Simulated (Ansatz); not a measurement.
# SiH₅ (doublet): correlated methods under varied settings at distance H1–H2 along a hydrogen transfer = 0.983 Å

What do other methods and options give for SiH₅ (doublet) at this geometry, and how long do they take?

Method: the settings change from run to run; program: Ansatz 0.2.0, Gaussian basis.

6 further runs of the same task are left out: 1 for a mislabelled method, 5 that didn't finish.

### Step 1. The geometry

The geometry derives from fragments relaxed apart (PBE0/def2-TZVP) and kept rigid, so it is no stationary point. A hydrogen atom is moved between rigid fragments.

6 atoms, charge 0, spin multiplicity 2.

Atoms are counted from 1 here; the program's logs count them from 0.

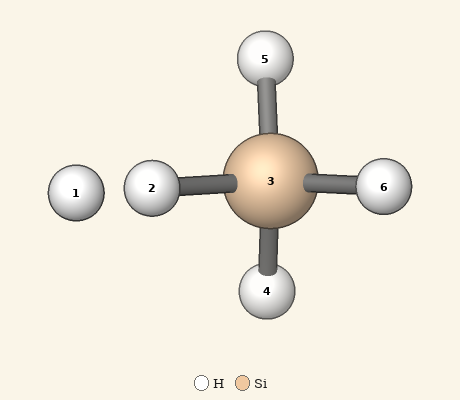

The geometry (hydrogen white, silicon light orange); atoms are numbered from 1 in the order of the file.

### Step 2. CCSD(T) on ROHF/STO-3G

Input file in.yaml:

```yaml
crystal:
  periodic: [false, false, false]
  atoms:
    - {symbol: H, position_ang: [-2.435750, 0.000000, -0.000002]}
    - {symbol: H, position_ang: [-1.452750, 0.000000, -0.000001]}
    - {symbol: Si, position_ang: [0.082250, 0.000000, 0.000000]}
    - {symbol: H, position_ang: [0.532224, -1.416253, 0.000001]}
    - {symbol: H, position_ang: [0.532224, 0.708126, -1.226511]}
    - {symbol: H, position_ang: [0.532223, 0.708127, 1.226511]}
basis:
  gaussian: {orbitals: STO-3G}
magnetization: {spin_polarized: false, initial_magnetization: 1}
correlation: {method: ccsd_t, electrons: all}
scf: {lower_state_search: full}
```

On the command line:

```sh
$ ansatz run in.yaml --threads 1 --pin off --events-out ev --progress --plain --max-ram 2393MiB
```

What it wrote:

```text
Functional definition: HF
  name "HF"
  cite "Fock, Z. Phys. 61, 126 (1930) doi:10.1007/BF01340294"
  parent pbe
  exchange = exact_x
  correlation = 0
154 factors; integrals over basis functions are off by at most 3.1e-5 eV
mean field evaluation 1: about -7845.6128 eV, gradient 7.3e0 eV
mean field evaluation 2: about -7845.6357 eV, gradient 7.2e0 eV
mean field evaluation 4: about -7846.1214 eV, gradient 8.7e-1 eV
mean field evaluation 8: about -7846.1457 eV, gradient 1.2e-4 eV
mean field evaluation 16: about -7846.1223 eV, gradient 6.2e-2 eV
mean field evaluation 32: about -7846.1457 eV, gradient 3.0e-6 eV
mean field -7846.14573957 eV, -288.3405376207 hartree, gradient 2.3e-6 eV, S^2 0.750000; 3 other end points of the search recorded, 0 dependent functions left out
mean field evaluation 64: about -7846.3634 eV, gradient 1.1e-1 eV
reference -7846.14573957 eV, -288.3405376207 hartree; 10, 9 occupied and 4, 5 virtual orbitals, 154 factors
second order -1.44830446 eV of doubles, -0.10304729 eV of singles
cycle   1  -2.03250638 eV  change   -4.8e-1 eV  update   5.9e-2
cycle   2  -2.30986456 eV  change   -2.8e-1 eV  update   2.4e-2
cycle   3  -2.31719222 eV  change   -7.3e-3 eV  update   5.8e-3
cycle   4  -2.32244072 eV  change   -5.2e-3 eV  update   2.1e-3
cycle   5  -2.32192670 eV  change    5.1e-4 eV  update   4.5e-4
cycle   6  -2.32186097 eV  change    6.6e-5 eV  update   1.7e-4
cycle   7  -2.32193742 eV  change   -7.6e-5 eV  update   5.2e-5
cycle   8  -2.32189583 eV  change    4.2e-5 eV  update   1.9e-5
cycle   9  -2.32190859 eV  change   -1.3e-5 eV  update   6.2e-6
perturbative correction -0.01558661 eV, -0.0005727973 hartree
Total energy: -7848.48323477 eV, -288.4264389848 hartree
```

Run time: 0.3 s. Hardware: 1 thread of Arm Neoverse V1, shared host.

From the report: correlation -2.3375 eV; T1 0.014; largest double amplitude 0.10.

### Step 3. CASSCF(5,3)/cc-pVDZ

Changes to in.yaml since step 2:

```diff
@@ -10,5 +10,6 @@
 basis:
-  gaussian: {orbitals: STO-3G}
+  gaussian: {orbitals: cc-pVDZ}
 magnetization: {spin_polarized: false, initial_magnetization: 1}
-correlation: {method: ccsd_t, electrons: all}
-scf: {lower_state_search: full}
+correlation: {active_space: {window: {electrons: 5, orbitals: 3}}}
+accuracy: high
+output: {forces: true}
```

The command is unchanged.

What it wrote, cut to the lines that bear on the results:

```text
Functional definition: HF
  name "HF"
  cite "Fock, Z. Phys. 61, 126 (1930) doi:10.1007/BF01340294"
  parent pbe
[...]
959 factors; integrals over basis functions are off by at most 3.8e-9 eV
[...]
mean field -7937.74433853 eV, -291.7067240446 hartree, gradient 3.8e-8 eV, S^2 0.750000; 0 other end points of the search recorded, 0 dependent functions left out
reference -7937.74433853 eV, -291.7067240446 hartree; 10, 9 occupied and 33, 34 virtual orbitals, 959 factors
state -7937.74433853 eV, -291.7067240446 hartree
[...]
Total energy: -7937.74433853 eV, -291.7067240446 hartree
Atom 0 at    -2.435750     0.000000    -0.000002 Å, force    -1.553505     0.000000    -0.000001 eV/Å
Atom 1 at    -1.452750     0.000000    -0.000001 Å, force     0.180782    -0.000001     0.000000 eV/Å
Atom 2 at     0.082250     0.000000     0.000000 Å, force     1.046792    -0.000003     0.000001 eV/Å
Atom 3 at     0.532224    -1.416253     0.000001 Å, force     0.108643     0.022986     0.000000 eV/Å
Atom 4 at     0.532224     0.708126    -1.226511 Å, force     0.108644    -0.011491     0.019904 eV/Å
Atom 5 at     0.532223     0.708127     1.226511 Å, force     0.108644    -0.011491    -0.019903 eV/Å
Dipole moment:     0.140384     0.000000     0.000000 e Å
```

It took 1.1 s on 1 thread of Arm Neoverse V1, shared host.

From the report: 3 determinants; active occupations 2.00, 2.00, 1.00. With so small a space the active step adds no correlation: the energy is the mean field's.

### Step 4. MP2 on ROHF/def2-SVP

Changes to in.yaml since step 3:

```diff
@@ -10,6 +10,7 @@
 basis:
-  gaussian: {orbitals: cc-pVDZ}
+  gaussian: {orbitals: def2-SVP}
 magnetization: {spin_polarized: false, initial_magnetization: 1}
-correlation: {active_space: {window: {electrons: 5, orbitals: 3}}}
+hamiltonian: {pseudopotentials: {relativity: scalar}}
+correlation: {method: mp2, electrons: valence}
 accuracy: high
-output: {forces: true}
+scf: {lower_state_search: off}
```

Launched as before.

What it wrote, cut to the lines that bear on the results:

```text
Functional definition: HF
  name "HF"
  cite "Fock, Z. Phys. 61, 126 (1930) doi:10.1007/BF01340294"
  parent pbe
[...]
874 factors; integrals over basis functions are off by at most 3.8e-9 eV
[...]
mean field -7950.13329051 eV, -292.1620096323 hartree, gradient 1.6e-8 eV, S^2 0.750000; 0 other end points of the search recorded, 0 dependent functions left out
5 core orbitals not correlated: weight in the atoms' cores, before any rotation towards them, 1.000 or more for the frozen orbitals, at most 0.000 for the correlated occupied ones
reference -7950.13329051 eV, -292.1620096323 hartree; 5, 4 occupied and 33, 34 virtual orbitals, 874 factors
second order -3.48957526 eV of doubles, -0.08510537 eV of singles
Total energy: -7953.70797114 eV, -292.2933767224 hartree
Relativity: scalar
Checks for a lower state left out: stability, starts, cluster_reference, orbital_swaps, neighbouring_geometries, increment
```

Run time: 0.3 s. Hardware: 1 thread of Arm Neoverse V1, shared host.

### Step 5. CCSD/6-31++G**

Changes to in.yaml since step 4:

```diff
@@ -10,7 +10,7 @@
 basis:
-  gaussian: {orbitals: def2-SVP}
-magnetization: {spin_polarized: false, initial_magnetization: 1}
-hamiltonian: {pseudopotentials: {relativity: scalar}}
-correlation: {method: mp2, electrons: valence}
+  gaussian: {orbitals: "6-31++G**", fitting: {mean_field: def2-universal-jkfit}}
+magnetization: {spin_polarized: true, initial_magnetization: 1}
+hamiltonian: {xc: {name: PBE0}}
+correlation: {method: ccsd, electrons: outside_noble_gas}
 accuracy: high
-scf: {lower_state_search: off}
+scf: {omitted_lower_state_checks: [cluster_reference]}
```

Launched as before.

What it wrote, cut to the lines that bear on the results:

```text
Functional definition: PBE0
  name "PBE0"
  cite "Adamo & Barone, J. Chem. Phys. 110, 6158 (1999) doi:10.1063/1.478522"
  cite "Perdew, Burke & Ernzerhof, Phys. Rev. Lett. 77, 3865 (1996) doi:10.1103/PhysRevLett.77.3865"
  parent pbe
[...]
218 factors; integrals over basis functions are off by at most 3.4e-1 eV
[...]
mean field -7951.88273652 eV, -292.2263005875 hartree, gradient 5.5e-8 eV, S^2 0.756318; 0 other end points of the search recorded, 0 dependent functions left out
5 core orbitals not correlated: weight in the atoms' cores, before any rotation towards them, 1.000 or more for the frozen orbitals, at most 0.000 for the correlated occupied ones
reference -7937.33869018 eV, -291.6918167428 hartree; 5, 4 occupied and 43, 44 virtual orbitals, 218 factors
second order -3.40100661 eV of doubles, -0.14827185 eV of singles
cycle   1  -4.06299629 eV  change   -5.2e-1 eV  update   4.9e-2
[...]
cycle  20  -4.25311503 eV  change   1.7e-10 eV  update   1.0e-9
Total energy: -7941.59180521 eV, -291.8481158372 hartree
Checks for a lower state left out: cluster_reference
```

Wall time 4 s (1 thread of Arm Neoverse V1, shared host).

From the report: ⟨S²⟩ of the determinant 0.756 (pure doublet: 0.75); correlation -4.2531 eV; T1 0.016; largest double amplitude 0.03. The orbitals are Kohn-Sham ones, so correlation energy and T1 don't compare with those on Hartree-Fock orbitals.

### Step 6. All runs side by side

Where basis and cores are those of an earlier UCCSDT(Q)/cc-pVDZ run (-7942.3921 eV), and the state is the same kind, the miss against it is given.

```tsv
level	correlated	functions	energy (eV)	from UCCSDT(Q) (meV)	time
CCSD(T) on ROHF/STO-3G	all	14	-7848.4832		0.3 s
CASSCF(5,3)/cc-pVDZ		43	-7937.7443	4647.8	1.1 s
MP2 on ROHF/def2-SVP (relativity set)	valence	43	-7953.7080		0.3 s
CCSD/6-31++G** (on PBE0 orbitals)	outside noble gas	53	-7941.5918		4 s
```

### Step 7. Outcome

| quantity | value |
| --- | --- |
| runs | 4 |
| quickest | CCSD(T) on ROHF/STO-3G, 0.3 s |
| slowest | CCSD/6-31++G** (on PBE0 orbitals), 4 s |

In words: Total energies in different bases, with other cores or another treatment of relativity can't be set against each other. CCSD/6-31++G** (on PBE0 orbitals) took 13 times as long as CCSD(T) on ROHF/STO-3G; the jobs differ in more than the method. Hartree-Fock, CASSCF and CASCI lack dynamic correlation by design.
